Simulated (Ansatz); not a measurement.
# AlH4NO (SMILES [NH2][AlH][OH]): a rigid scan of the dihedral angle N1–Al2–O3–H7

Aim: the energy along the dihedral angle N1–Al2–O3–H7, from CCSD(T) and from cheaper methods, relative to the minimum. No other atom is relaxed.

Computed with Ansatz 0.2.0, Gaussian basis. Level: single points in def2-TZVPP.

Levels: PBE-D4, r2SCAN-D4, PBE0-D4, B3LYP-D4, wB97M-V, Hartree-Fock, MP2, CCSD, CCSD(T). The scan takes -171.7, -141.7, -111.7, -81.7, -51.7, -21.7, 8.3, 38.3, 68.3, 98.3, 128.3, 158.3°.

Correlated methods freeze the cores. B3LYP uses VWN-RPA correlation.

37 further runs of the same task are left out: 37 set aside as unsound or not needed.

## (1) The starting structure

The minimum, relaxed at PBE0-D4: SMILES `[NH2][AlH][OH]`, 7 atoms, charge 0, spin multiplicity 1.

Atoms are counted from 1 here; the program's logs count them from 0.

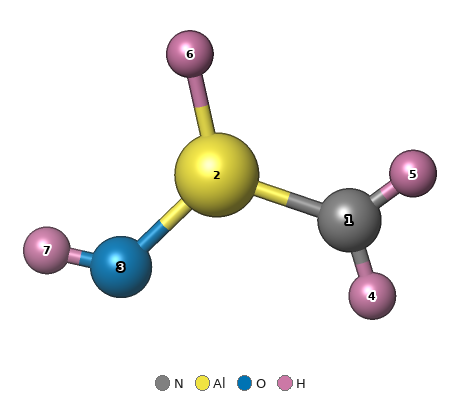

Start geometry, drawn with nitrogen grey, aluminium yellow, oxygen blue, hydrogen pink; atoms are numbered from 1 in the order of the file.

Coordinates:

```xyz
7
AlH4NO
N    -1.15027    0.34595   -0.56874
Al    0.33058    0.14911    0.36257
O     1.30455   -1.18751   -0.02081
H    -1.45768   -0.27011   -1.30329
H    -1.80847    1.09564   -0.43694
H     0.71676    1.17966    1.49536
H     2.12573   -1.38074    0.42604
```

Energies of the minimum (eV), from earlier single points: PBE-D4 -10195.69133, r2SCAN-D4 -10200.94936, PBE0-D4 -10196.42034, B3LYP-D4 -10204.47485, wB97M-V -10201.77574, CCSD(T) -10185.33571.

At the minimum the dihedral angle N1–Al2–O3–H7 is 180.0°.

## (2) N1–Al2–O3–H7 = -171.7°

Contents of ccsdt-tzvpp/in.yaml:

```yaml
crystal:
  periodic: [false, false, false]
  atoms:
    - {symbol: N, position_ang: [-1.150270, 0.345954, -0.568743]}
    - {symbol: Al, position_ang: [0.330576, 0.149113, 0.362572]}
    - {symbol: O, position_ang: [1.304554, -1.187509, -0.020806]}
    - {symbol: H, position_ang: [-1.457678, -0.270110, -1.303289]}
    - {symbol: H, position_ang: [-1.808466, 1.095637, -0.436936]}
    - {symbol: H, position_ang: [0.716757, 1.179657, 1.495358]}
    - {symbol: H, position_ang: [2.063091, -1.446891, 0.497540]}
basis:
  gaussian: {orbitals: def2-TZVPP}
correlation: {method: ccsd_t}
```

The command line of these runs was not kept.

Standard output:

```text
Functional definition: HF
  name "HF"
  cite "Fock, Z. Phys. 61, 126 (1930) doi:10.1007/BF01340294"
  parent pbe
  exchange = exact_x
  correlation = 0
954 factors; integrals over basis functions are off by at most 1.3e-3 eV
mean field evaluation 1: about -10164.5064 eV, gradient 5.2e1 eV
mean field evaluation 2: about -10164.5082 eV, gradient 5.2e1 eV
mean field evaluation 4: about -10169.5321 eV, gradient 2.9e0 eV
mean field evaluation 8: about -10169.5666 eV, gradient 3.3e-4 eV
mean field evaluation 16: about -10169.5641 eV, gradient 2.7e-1 eV
mean field -10169.56664332 eV, -373.7246809620 hartree, gradient 2.0e-6 eV, S^2 0.000000; 0 other end points of the search recorded, 0 dependent functions left out
7 core orbitals not correlated: weight in the atoms' cores, before any rotation towards them, 1.000 or more for the frozen orbitals, at most 0.000 for the correlated occupied ones
reference -10169.56664332 eV, -373.7246809620 hartree; 9, 9 occupied and 144, 144 virtual orbitals, 954 factors
second order -14.74420461 eV of doubles, -0.00000000 eV of singles
cycle   1  -14.85232932 eV  change   -1.1e-1 eV  update   7.8e-2
cycle   2  -15.17761382 eV  change   -3.3e-1 eV  update   2.3e-2
cycle   3  -15.25920292 eV  change   -8.2e-2 eV  update   1.2e-2
cycle   4  -15.25060423 eV  change    8.6e-3 eV  update   3.0e-3
cycle   5  -15.25021464 eV  change    3.9e-4 eV  update   1.4e-3
cycle   6  -15.25064307 eV  change   -4.3e-4 eV  update   3.9e-4
cycle   7  -15.25038995 eV  change    2.5e-4 eV  update   1.3e-4
cycle   8  -15.25034944 eV  change    4.1e-5 eV  update   4.1e-5
cycle   9  -15.25035185 eV  change   -2.4e-6 eV  update   1.4e-5
perturbative correction -0.51647753 eV, -0.0189801992 hartree
Total energy: -10185.33347270 eV, -374.3041012548 hartree
```

Wall time 18 s (2 threads, shared host); peak memory 1.2 GiB.

The other levels were run on the same coordinates; their logs were not kept, and their results stand in the tables.

## (3) N1–Al2–O3–H7 = -141.7°

ccsdt-tzvpp/in.yaml: that of step 2 with these lines changed.

```diff
@@ -9,3 +9,3 @@
     - {symbol: H, position_ang: [0.716757, 1.179657, 1.495358]}
-    - {symbol: H, position_ang: [2.063091, -1.446891, 0.497540]}
+    - {symbol: H, position_ang: [1.768276, -1.701573, 0.636491]}
 basis:
```

Standard output (excerpt; [...] marks lines left out):

```text
[... 4 set-up lines as earlier in the session ...]
[...]
953 factors; integrals over basis functions are off by at most 1.3e-3 eV
[...]
mean field -10169.52624467 eV, -373.7231963393 hartree, gradient 2.4e-6 eV, S^2 0.000000; 0 other end points of the search recorded, 0 dependent functions left out
7 core orbitals not correlated: weight in the atoms' cores, before any rotation towards them, 1.000 or more for the frozen orbitals, at most 0.000 for the correlated occupied ones
reference -10169.52624467 eV, -373.7231963393 hartree; 9, 9 occupied and 144, 144 virtual orbitals, 953 factors
second order -14.74391399 eV of doubles, -0.00000000 eV of singles
cycle   1  -14.85234274 eV  change   -1.1e-1 eV  update   7.8e-2
[...]
cycle   9  -15.25026504 eV  change   -4.4e-6 eV  update   1.6e-5
perturbative correction -0.51678501 eV, -0.0189914989 hartree
Total energy: -10185.29329473 eV, -374.3026247414 hartree
```

Wall time 18 s (2 threads, shared host); peak memory 1.2 GiB.

## (4) N1–Al2–O3–H7 = -111.7°

ccsdt-tzvpp/in.yaml: that of step 3 with these lines changed.

```diff
@@ -9,3 +9,3 @@
     - {symbol: H, position_ang: [0.716757, 1.179657, 1.495358]}
-    - {symbol: H, position_ang: [1.768276, -1.701573, 0.636491]}
+    - {symbol: H, position_ang: [1.429504, -1.928705, 0.567714]}
 basis:
```

Standard output (excerpt; [...] marks lines left out):

```text
[... 4 set-up lines as earlier in the session ...]
[...]
954 factors; integrals over basis functions are off by at most 1.3e-3 eV
[...]
mean field -10169.47054731 eV, -373.7211494990 hartree, gradient 2.8e-6 eV, S^2 0.000000; 0 other end points of the search recorded, 0 dependent functions left out
7 core orbitals not correlated: weight in the atoms' cores, before any rotation towards them, 1.000 or more for the frozen orbitals, at most 0.000 for the correlated occupied ones
reference -10169.47054731 eV, -373.7211494990 hartree; 9, 9 occupied and 144, 144 virtual orbitals, 954 factors
second order -14.74126597 eV of doubles, -0.00000000 eV of singles
cycle   1  -14.85082434 eV  change   -1.1e-1 eV  update   7.8e-2
[...]
cycle   9  -15.24844803 eV  change   -6.2e-6 eV  update   1.8e-5
perturbative correction -0.51670195 eV, -0.0189884464 hartree
Total energy: -10185.23569729 eV, -374.3005080746 hartree
```

Wall time 18 s (2 threads, shared host); peak memory 1.2 GiB.

## (5) N1–Al2–O3–H7 = -81.7°

ccsdt-tzvpp/in.yaml: that of step 4 with these lines changed.

```diff
@@ -9,3 +9,3 @@
     - {symbol: H, position_ang: [0.716757, 1.179657, 1.495358]}
-    - {symbol: H, position_ang: [1.429504, -1.928705, 0.567714]}
+    - {symbol: H, position_ang: [1.137547, -2.067427, 0.309638]}
 basis:
```

Standard output (excerpt; [...] marks lines left out):

```text
[... 4 set-up lines as earlier in the session ...]
[...]
954 factors; integrals over basis functions are off by at most 1.3e-3 eV
[...]
mean field -10169.45173289 eV, -373.7204580816 hartree, gradient 2.9e-6 eV, S^2 0.000000; 0 other end points of the search recorded, 0 dependent functions left out
7 core orbitals not correlated: weight in the atoms' cores, before any rotation towards them, 1.000 or more for the frozen orbitals, at most 0.000 for the correlated occupied ones
reference -10169.45173289 eV, -373.7204580816 hartree; 9, 9 occupied and 144, 144 virtual orbitals, 954 factors
second order -14.73917314 eV of doubles, -0.00000000 eV of singles
cycle   1  -14.84965421 eV  change   -1.1e-1 eV  update   7.7e-2
[...]
cycle   9  -15.24712951 eV  change   -6.5e-6 eV  update   1.8e-5
perturbative correction -0.51652080 eV, -0.0189817894 hartree
Total energy: -10185.21538320 eV, -374.2997615455 hartree
```

Wall time 18 s (2 threads, shared host); peak memory 1.2 GiB.

## (6) N1–Al2–O3–H7 = -51.7°

ccsdt-tzvpp/in.yaml: that of step 5 with these lines changed.

```diff
@@ -9,3 +9,3 @@
     - {symbol: H, position_ang: [0.716757, 1.179657, 1.495358]}
-    - {symbol: H, position_ang: [1.137547, -2.067427, 0.309638]}
+    - {symbol: H, position_ang: [0.970636, -2.080568, -0.068587]}
 basis:
```

Standard output (excerpt; [...] marks lines left out):

```text
[... 4 set-up lines as earlier in the session ...]
[...]
954 factors; integrals over basis functions are off by at most 1.3e-3 eV
[...]
mean field -10169.48349646 eV, -373.7216253714 hartree, gradient 2.7e-6 eV, S^2 0.000000; 0 other end points of the search recorded, 0 dependent functions left out
7 core orbitals not correlated: weight in the atoms' cores, before any rotation towards them, 1.000 or more for the frozen orbitals, at most 0.000 for the correlated occupied ones
reference -10169.48349646 eV, -373.7216253714 hartree; 9, 9 occupied and 144, 144 virtual orbitals, 954 factors
second order -14.73979586 eV of doubles, -0.00000000 eV of singles
cycle   1  -14.85035492 eV  change   -1.1e-1 eV  update   7.7e-2
[...]
cycle   9  -15.24799957 eV  change   -5.5e-6 eV  update   1.8e-5
perturbative correction -0.51659644 eV, -0.0189845689 hartree
Total energy: -10185.24809247 eV, -374.3009635890 hartree
```

Run time: 18 s. Hardware: 2 threads, shared host; peak memory 1.2 GiB.

## (7) N1–Al2–O3–H7 = -21.7°

ccsdt-tzvpp/in.yaml: that of step 6 with these lines changed.

```diff
@@ -9,3 +9,3 @@
     - {symbol: H, position_ang: [0.716757, 1.179657, 1.495358]}
-    - {symbol: H, position_ang: [0.970636, -2.080568, -0.068587]}
+    - {symbol: H, position_ang: [0.973493, -1.964608, -0.465615]}
 basis:
```

Standard output (excerpt; [...] marks lines left out):

```text
[... 4 set-up lines as earlier in the session ...]
[...]
954 factors; integrals over basis functions are off by at most 1.3e-3 eV
[...]
mean field -10169.52814572 eV, -373.7232662016 hartree, gradient 2.5e-6 eV, S^2 0.000000; 0 other end points of the search recorded, 0 dependent functions left out
7 core orbitals not correlated: weight in the atoms' cores, before any rotation towards them, 1.000 or more for the frozen orbitals, at most 0.000 for the correlated occupied ones
reference -10169.52814572 eV, -373.7232662016 hartree; 9, 9 occupied and 144, 144 virtual orbitals, 954 factors
second order -14.73990206 eV of doubles, -0.00000000 eV of singles
cycle   1  -14.85061044 eV  change   -1.1e-1 eV  update   7.7e-2
[...]
cycle   9  -15.24837507 eV  change   -4.2e-6 eV  update   1.7e-5
perturbative correction -0.51637050 eV, -0.0189762657 hartree
Total energy: -10185.29289129 eV, -374.3026099153 hartree
```

It took 18 s on 2 threads, shared host; peak memory 1.2 GiB.

## (8) N1–Al2–O3–H7 = 8.3°

ccsdt-tzvpp/in.yaml: that of step 7 with these lines changed.

```diff
@@ -9,3 +9,3 @@
     - {symbol: H, position_ang: [0.716757, 1.179657, 1.495358]}
-    - {symbol: H, position_ang: [0.973493, -1.964608, -0.465615]}
+    - {symbol: H, position_ang: [1.145354, -1.750618, -0.775062]}
 basis:
```

Standard output (excerpt; [...] marks lines left out):

```text
[... 4 set-up lines as earlier in the session ...]
[...]
954 factors; integrals over basis functions are off by at most 1.3e-3 eV
[...]
mean field -10169.53881633 eV, -373.7236583390 hartree, gradient 2.4e-6 eV, S^2 0.000000; 0 other end points of the search recorded, 0 dependent functions left out
7 core orbitals not correlated: weight in the atoms' cores, before any rotation towards them, 1.000 or more for the frozen orbitals, at most 0.000 for the correlated occupied ones
reference -10169.53881633 eV, -373.7236583390 hartree; 9, 9 occupied and 144, 144 virtual orbitals, 954 factors
second order -14.73971904 eV of doubles, -0.00000000 eV of singles
cycle   1  -14.85052369 eV  change   -1.1e-1 eV  update   7.7e-2
[...]
cycle   9  -15.24829312 eV  change   -3.8e-6 eV  update   1.7e-5
perturbative correction -0.51625925 eV, -0.0189721775 hartree
Total energy: -10185.30336870 eV, -374.3029949530 hartree
```

Wall time 18 s (2 threads, shared host); peak memory 1.2 GiB.

## (9) N1–Al2–O3–H7 = 38.3°

ccsdt-tzvpp/in.yaml: that of step 8 with these lines changed.

```diff
@@ -9,3 +9,3 @@
     - {symbol: H, position_ang: [0.716757, 1.179657, 1.495358]}
-    - {symbol: H, position_ang: [1.145354, -1.750618, -0.775062]}
+    - {symbol: H, position_ang: [1.440169, -1.495936, -0.914014]}
 basis:
```

Standard output (excerpt; [...] marks lines left out):

```text
[... 4 set-up lines as earlier in the session ...]
[...]
954 factors; integrals over basis functions are off by at most 1.3e-3 eV
[...]
mean field -10169.50494644 eV, -373.7224136436 hartree, gradient 2.6e-6 eV, S^2 0.000000; 0 other end points of the search recorded, 0 dependent functions left out
7 core orbitals not correlated: weight in the atoms' cores, before any rotation towards them, 1.000 or more for the frozen orbitals, at most 0.000 for the correlated occupied ones
reference -10169.50494644 eV, -373.7224136436 hartree; 9, 9 occupied and 144, 144 virtual orbitals, 954 factors
second order -14.73994608 eV of doubles, -0.00000000 eV of singles
cycle   1  -14.85056670 eV  change   -1.1e-1 eV  update   7.7e-2
[...]
cycle   9  -15.24827527 eV  change   -5.0e-6 eV  update   1.8e-5
perturbative correction -0.51652371 eV, -0.0189818961 hartree
Total energy: -10185.26974542 eV, -374.3017593203 hartree
```

It took 18 s on 2 threads, shared host; peak memory 1.2 GiB.

## (10) N1–Al2–O3–H7 = 68.3°

ccsdt-tzvpp/in.yaml: that of step 9 with these lines changed.

```diff
@@ -9,3 +9,3 @@
     - {symbol: H, position_ang: [0.716757, 1.179657, 1.495358]}
-    - {symbol: H, position_ang: [1.440169, -1.495936, -0.914014]}
+    - {symbol: H, position_ang: [1.778941, -1.268804, -0.845237]}
 basis:
```

Standard output (excerpt; [...] marks lines left out):

```text
[... 4 set-up lines as earlier in the session ...]
[...]
954 factors; integrals over basis functions are off by at most 1.3e-3 eV
[...]
mean field -10169.46086622 eV, -373.7207937253 hartree, gradient 2.8e-6 eV, S^2 0.000000; 0 other end points of the search recorded, 0 dependent functions left out
7 core orbitals not correlated: weight in the atoms' cores, before any rotation towards them, 1.000 or more for the frozen orbitals, at most 0.000 for the correlated occupied ones
reference -10169.46086622 eV, -373.7207937253 hartree; 9, 9 occupied and 144, 144 virtual orbitals, 954 factors
second order -14.73921819 eV of doubles, -0.00000000 eV of singles
cycle   1  -14.84982422 eV  change   -1.1e-1 eV  update   7.7e-2
[...]
cycle   9  -15.24733933 eV  change   -6.4e-6 eV  update   1.8e-5
perturbative correction -0.51654868 eV, -0.0189828139 hartree
Total energy: -10185.22475422 eV, -374.3001059244 hartree
```

Wall time 18 s (2 threads, shared host); peak memory 1.2 GiB.

## (11) N1–Al2–O3–H7 = 98.3°

ccsdt-tzvpp/in.yaml: that of step 10 with these lines changed.

```diff
@@ -9,3 +9,3 @@
     - {symbol: H, position_ang: [0.716757, 1.179657, 1.495358]}
-    - {symbol: H, position_ang: [1.778941, -1.268804, -0.845237]}
+    - {symbol: H, position_ang: [2.070898, -1.130082, -0.587160]}
 basis:
```

Standard output (excerpt; [...] marks lines left out):

```text
[... 4 set-up lines as earlier in the session ...]
[...]
954 factors; integrals over basis functions are off by at most 1.3e-3 eV
[...]
mean field -10169.45538926 eV, -373.7205924508 hartree, gradient 2.9e-6 eV, S^2 0.000000; 0 other end points of the search recorded, 0 dependent functions left out
7 core orbitals not correlated: weight in the atoms' cores, before any rotation towards them, 1.000 or more for the frozen orbitals, at most 0.000 for the correlated occupied ones
reference -10169.45538926 eV, -373.7205924508 hartree; 9, 9 occupied and 144, 144 virtual orbitals, 954 factors
second order -14.73985552 eV of doubles, -0.00000000 eV of singles
cycle   1  -14.84998835 eV  change   -1.1e-1 eV  update   7.8e-2
[...]
cycle   9  -15.24748092 eV  change   -6.6e-6 eV  update   1.8e-5
perturbative correction -0.51656045 eV, -0.0189832463 hartree
Total energy: -10185.21943062 eV, -374.2999102857 hartree
```

It took 18 s on 2 threads, shared host; peak memory 1.2 GiB.

## (12) N1–Al2–O3–H7 = 128.3°

ccsdt-tzvpp/in.yaml: that of step 11 with these lines changed.

```diff
@@ -9,3 +9,3 @@
     - {symbol: H, position_ang: [0.716757, 1.179657, 1.495358]}
-    - {symbol: H, position_ang: [2.070898, -1.130082, -0.587160]}
+    - {symbol: H, position_ang: [2.237809, -1.116940, -0.208936]}
 basis:
```

Standard output (excerpt; [...] marks lines left out):

```text
[... 4 set-up lines as earlier in the session ...]
[...]
953 factors; integrals over basis functions are off by at most 1.3e-3 eV
[...]
mean field -10169.49988129 eV, -373.7222275026 hartree, gradient 2.6e-6 eV, S^2 0.000000; 0 other end points of the search recorded, 0 dependent functions left out
7 core orbitals not correlated: weight in the atoms' cores, before any rotation towards them, 1.000 or more for the frozen orbitals, at most 0.000 for the correlated occupied ones
reference -10169.49988129 eV, -373.7222275026 hartree; 9, 9 occupied and 144, 144 virtual orbitals, 953 factors
second order -14.74293564 eV of doubles, -0.00000000 eV of singles
cycle   1  -14.85181874 eV  change   -1.1e-1 eV  update   7.8e-2
[...]
cycle   9  -15.24960765 eV  change   -5.2e-6 eV  update   1.7e-5
perturbative correction -0.51680617 eV, -0.0189922765 hartree
Total energy: -10185.26629511 eV, -374.3016325237 hartree
```

Wall time 18 s (2 threads, shared host); peak memory 1.2 GiB.

## (13) N1–Al2–O3–H7 = 158.3°

ccsdt-tzvpp/in.yaml: that of step 12 with these lines changed.

```diff
@@ -9,3 +9,3 @@
     - {symbol: H, position_ang: [0.716757, 1.179657, 1.495358]}
-    - {symbol: H, position_ang: [2.237809, -1.116940, -0.208936]}
+    - {symbol: H, position_ang: [2.234952, -1.232901, 0.188092]}
 basis:
```

Standard output (excerpt; [...] marks lines left out):

```text
[... 4 set-up lines as earlier in the session ...]
[...]
954 factors; integrals over basis functions are off by at most 1.3e-3 eV
[...]
mean field -10169.55391711 eV, -373.7242132825 hartree, gradient 2.1e-6 eV, S^2 0.000000; 0 other end points of the search recorded, 0 dependent functions left out
7 core orbitals not correlated: weight in the atoms' cores, before any rotation towards them, 1.000 or more for the frozen orbitals, at most 0.000 for the correlated occupied ones
reference -10169.55391711 eV, -373.7242132825 hartree; 9, 9 occupied and 144, 144 virtual orbitals, 954 factors
second order -14.74422834 eV of doubles, -0.00000000 eV of singles
cycle   1  -14.85241546 eV  change   -1.1e-1 eV  update   7.8e-2
[...]
cycle   9  -15.25041194 eV  change   -2.9e-6 eV  update   1.5e-5
perturbative correction -0.51660459 eV, -0.0189848684 hartree
Total energy: -10185.32093364 eV, -374.3036404528 hartree
```

Wall time 18 s (2 threads, shared host); peak memory 1.2 GiB.

## (14) The curves

Energies less that of the minimum at the same level (eV):

```csv
dihedral angle (°),PBE-D4,r2SCAN-D4,PBE0-D4,B3LYP-D4,wB97M-V,Hartree-Fock,MP2,CCSD,CCSD(T)
-171.7,0.002,0.002,0.002,0.002,0.002,0.002,0.002,0.002,0.002
-141.7,0.041,0.043,0.041,0.042,0.042,0.043,0.043,0.043,0.042
-111.7,0.096,0.101,0.096,0.097,0.098,0.098,0.101,0.100,0.100
-81.7,0.116,0.122,0.115,0.117,0.117,0.117,0.122,0.120,0.120
-51.7,0.088,0.091,0.085,0.087,0.086,0.085,0.090,0.088,0.088
-21.7,0.046,0.047,0.043,0.044,0.042,0.041,0.045,0.043,0.043
8.3,0.036,0.036,0.033,0.034,0.031,0.030,0.035,0.032,0.032
38.3,0.068,0.070,0.065,0.066,0.065,0.064,0.068,0.066,0.066
68.3,0.108,0.113,0.107,0.109,0.108,0.108,0.113,0.111,0.111
98.3,0.112,0.117,0.111,0.113,0.114,0.114,0.118,0.116,0.116
128.3,0.067,0.070,0.067,0.068,0.069,0.069,0.070,0.070,0.069
158.3,0.014,0.015,0.014,0.015,0.015,0.015,0.015,0.015,0.015
180.0 (minimum),0.000,0.000,0.000,0.000,0.000,0.000,0.000,0.000,0.000
```

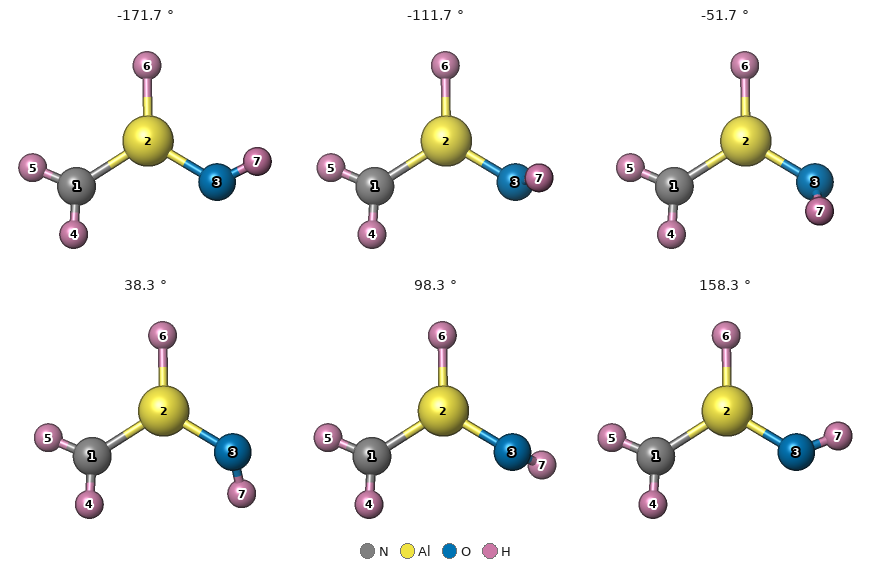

Structures along the scan.

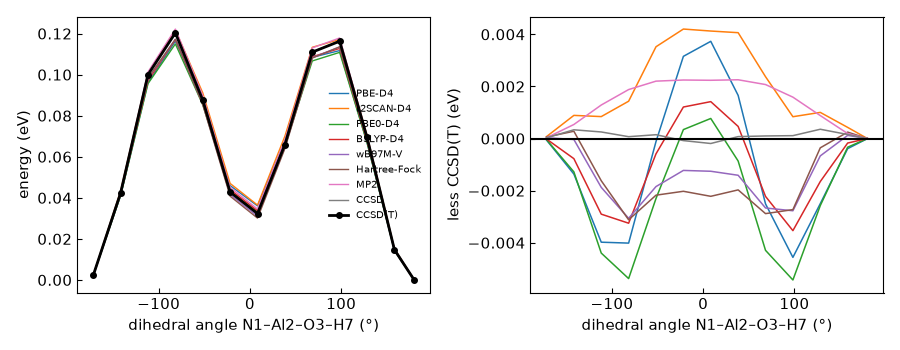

The curves (left) and their differences from CCSD(T) (right).

Miss and cost, level by level (times from a shared host):

```
      method  RMS deviation from CCSD(T) (eV)        mean time a point
      PBE-D4                            0.003                    1.3 s
   r2SCAN-D4                            0.002                      3 s
     PBE0-D4                            0.003                    1.8 s
    B3LYP-D4                            0.002                    1.8 s
     wB97M-V                            0.002                    5.5 s
Hartree-Fock                            0.002  part of the CCSD(T) run
         MP2                            0.002  part of the CCSD(T) run
        CCSD                            0.000  part of the CCSD(T) run
     CCSD(T)                                0                     18 s
```

The best functional, wB97M-V, misses by 0.002 eV and takes 5.5 s a point, against 18 s for CCSD(T).

## (15) Summary of results

```
                  quantity                                                                                                                      value
    highest point, CCSD(T)                                                                                                        0.120 eV at -81.7 °
     lowest point, CCSD(T)                                                                                                        0.000 eV at 180.0 °
RMS deviation from CCSD(T)  PBE-D4 0.003, r2SCAN-D4 0.002, PBE0-D4 0.003, B3LYP-D4 0.002, wB97M-V 0.002, Hartree-Fock 0.002, MP2 0.002, CCSD 0.000 eV
     largest T1 diagnostic                                                                                                                      0.011
```

What this shows: Over the points sampled the torsion costs at most 0.120 eV, a hindered rotation that is fast at room temperature. A rigid scan overstates barriers, since nothing else may give way. Best along the scan: CCSD. Worst: PBE0-D4.
